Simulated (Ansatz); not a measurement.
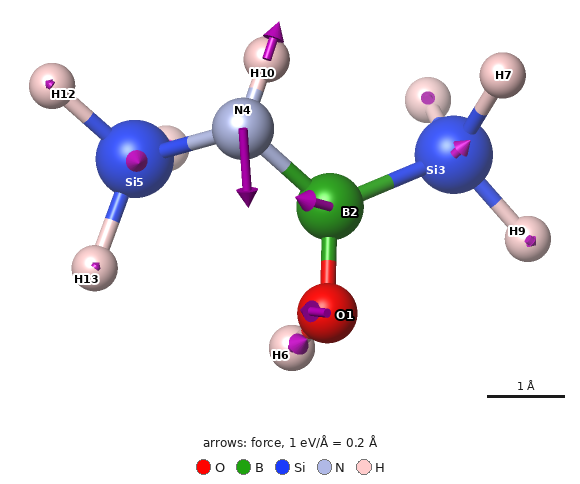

Starting geometry of BSi₂NH₈O (coarse preliminary run) with the computed forces as purple arrows. Style: ball-and-stick. Shown face on.

The start comes from a force field.

These are results of RKS PBE-D4/def2-SVP in Ansatz 0.2.0, not measurements. Set-up: force threshold 0.03 eV/Å; at most 200 steps.

### What follows when this structure is relaxed?

It isn't relaxed: the largest force vector, on the N atom, is 5.32 eV/Å. The final displacements have little in common with the starting forces (cosine between the two patterns 0.14). The atom that moves furthest after the best rigid fit is an H atom (1.36 Å). Largest moves by element: H 1.36 Å, O 1.28 Å, N 0.79 Å, B 0.61 Å, Si 0.43 Å. Among the contacts that change: B–N 1.579 → 1.424 Å, B–Si 1.933 → 2.046 Å, H–O 1.032 → 0.971 Å, N–Si 1.836 → 1.776 Å. Bond angles that change, for instance: B–N–Si 104.2° → 124.5°, B–N–H 107.9° → 118.0°, Si–N–H 107.8° → 117.5°. Groups turn about B–O by about 95°, B–Si by about 30°. Over 14 accepted moves (15 points after the start) the energy falls by 39.7 kcal/mol. The largest force component goes from 5.1 to 0.028 eV/Å. The line search rejected the trial step at point 9 of the run.
